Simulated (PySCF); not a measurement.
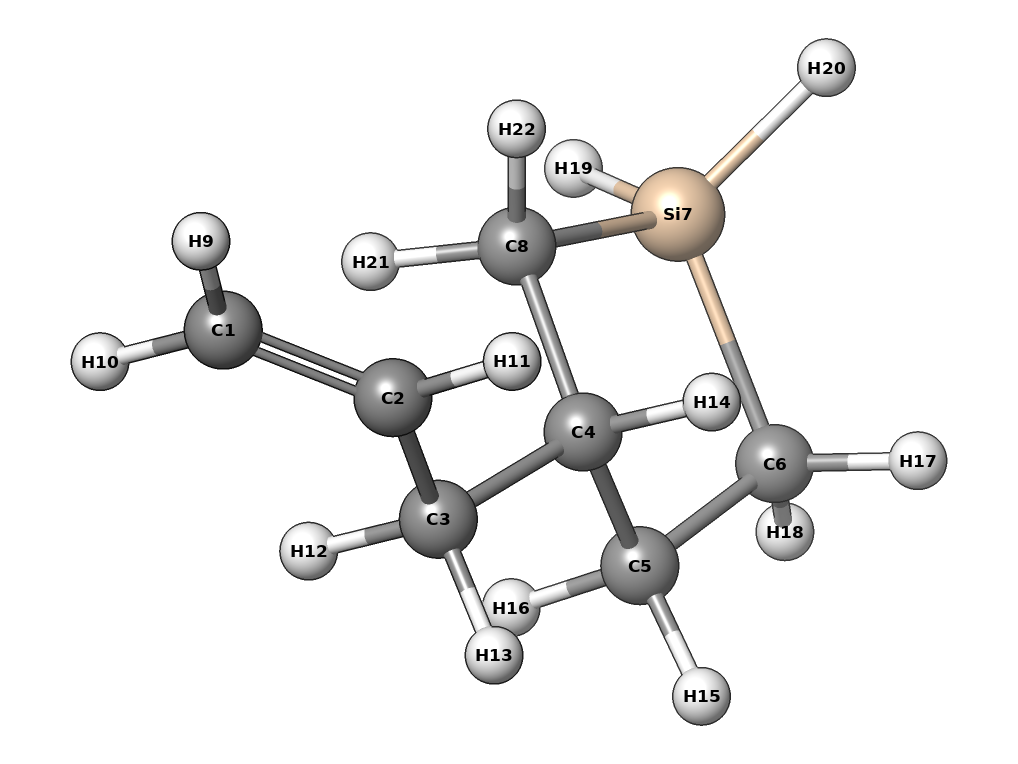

The geometry was computed by an optimisation with PBE0-D3(BJ)/def2-SVP. No frequency run is at hand to confirm it as a minimum. Level of theory: delta-SCF UKS SCAN, pcX-2 on the ionised atom, pcseg-1 elsewhere, spin-free X2C (PySCF 2.14.0).

Give the core-electron binding energies (to vacuum; p and d levels without spin–orbit splitting) of C1 1s, C2 1s, C3 1s, C4 1s, C5 1s, C6 1s, Si7 1s, Si7 2p, C8 1s.

```
atom  level  binding energy (eV)
  C1     1s                290.0
  C2     1s                290.4
  C3     1s                290.5
  C4     1s                290.4
  C5     1s                290.4
  C6     1s                289.9
 Si7     1s               1845.8
 Si7     2p                106.3
  C8     1s                289.7
```
